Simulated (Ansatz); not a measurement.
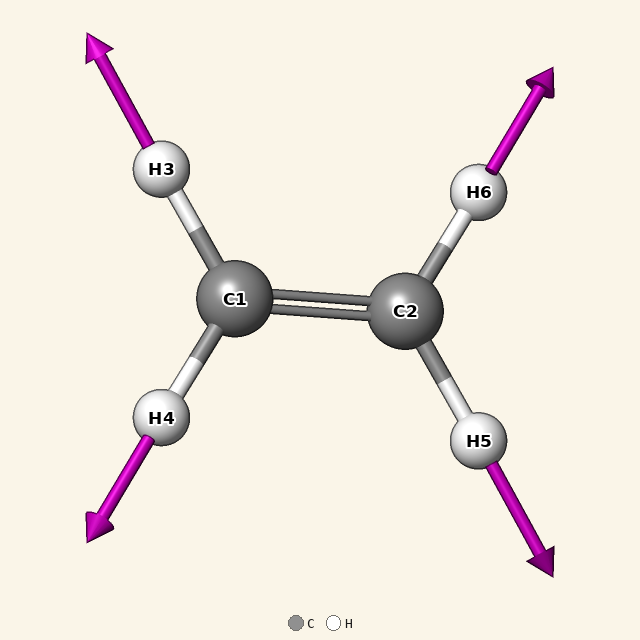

The arrows show one normal mode. Harmonic vibrations computed with RKS PBE0-D4/def2-TZVP (Ansatz 0.2.0) at a stationary point of the same level.

What kind of motion is it?

Answer. Mostly in-phase stretching of 4 C–H bonds.

At what wavenumber does it lie?

Answer. 3162 cm⁻¹; it is mode 10 of 12 counted from the lowest.
